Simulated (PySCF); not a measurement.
C3H6FSi2 (SMILES C#C[SiH2][C](F)[SiH3]) (doublet)

```yaml
atoms:
  - { symbol: C, position_ang: [2.8158, -1.1409, 0.3280] }
  - { symbol: C, position_ang: [2.0544, -0.2303, 0.1354] }
  - { symbol: Si, position_ang: [0.8573, 1.1601, -0.1313] }
  - { symbol: C, position_ang: [-0.8385, 0.5701, 0.4356] }
  - { symbol: F, position_ang: [-1.2025, 1.0030, 1.6714] }
  - { symbol: Si, position_ang: [-2.0807, -0.5847, -0.3653] }
  - { symbol: H, position_ang: [3.4882, -1.9344, 0.4895] }
  - { symbol: H, position_ang: [1.2728, 2.3071, 0.6782] }
  - { symbol: H, position_ang: [0.7893, 1.4481, -1.5672] }
  - { symbol: H, position_ang: [-3.3791, 0.0903, -0.4612] }
  - { symbol: H, position_ang: [-2.2386, -1.7958, 0.4465] }
  - { symbol: H, position_ang: [-1.5372, -0.8932, -1.6858] }
```

Geometry: GFN2-xTB.

Level of theory: PySCF, UKS B3LYP, pcH-1 on C F H Si, non-relativistic, mean-field spin-orbit, GIAO.

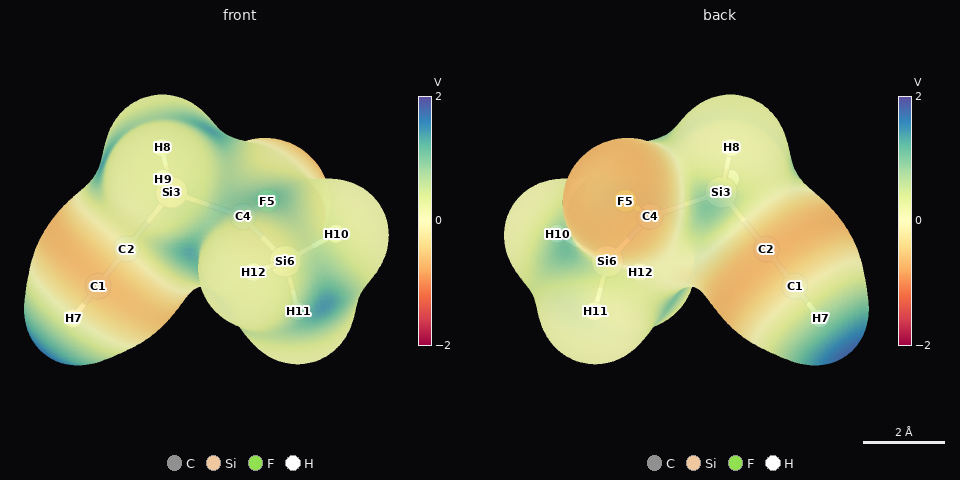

Figure 1. The electrostatic potential painted on the density surface at 0.002 e/bohr³, seen from the front and from behind; red is negative and blue positive.

### Where is the surface potential most negative and most positive?

The most negative region (about −0.7 V, or −16 kcal/mol for a unit charge) lies over C1, C2 and F5, the most positive (about +1.7 V, or +39 kcal/mol for a unit charge) over H7.

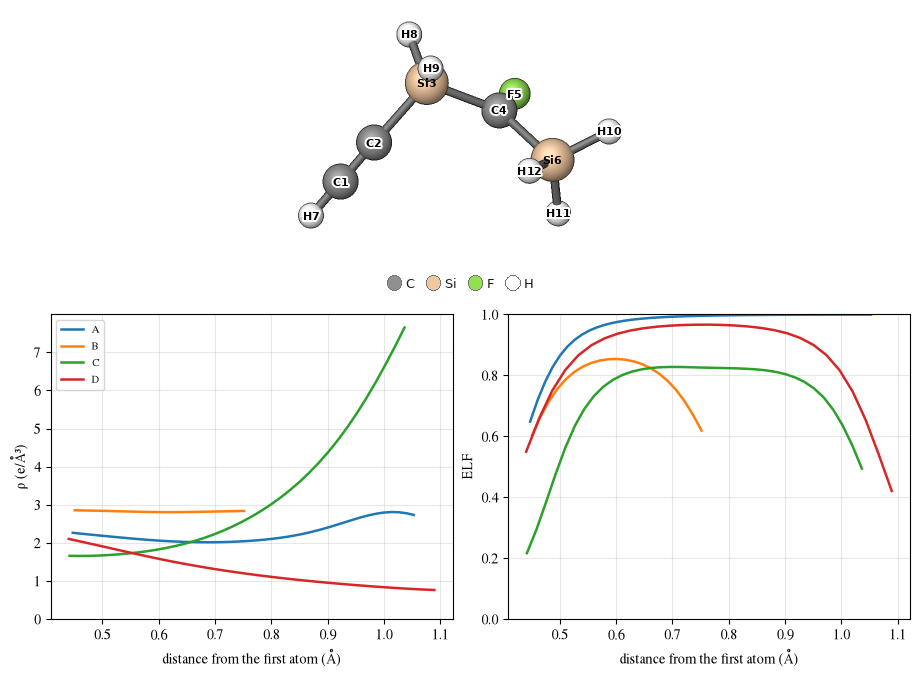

Figure 2. Total electron density and ELF along straight lines between neighbouring atoms. The curves leave out the atomic cores. The structure is drawn too.

### Which curve belongs to which contact (C–C, C–F, C–H and C–Si)? The first atom named is at distance zero.

Curve A: C–H (1.05 Å): ρ at the midpoint is about 2.1 e/Å³; the ELF climbs to about 1 towards the hydrogen, as it does in any bond to H (an ordinary covalent bond to hydrogen). Curve B: C–C (1.20 Å): ρ at the midpoint is about 2.8 e/Å³; the ELF peaks at about 0.85 between the atoms (a short, multiple covalent bond). Curve C: C–F (1.36 Å): ρ at the midpoint is about 2.1 e/Å³, with its minimum of 1.7 e/Å³ about 0.5 Å from C; the ELF peaks at about 0.85 between the atoms: a shared but strongly polarised pair. Curve D: C–Si (1.85 Å): the density is about 0.92 e/Å³ at the midpoint; the ELF peaks at about 0.95 between the atoms; a covalent bond.
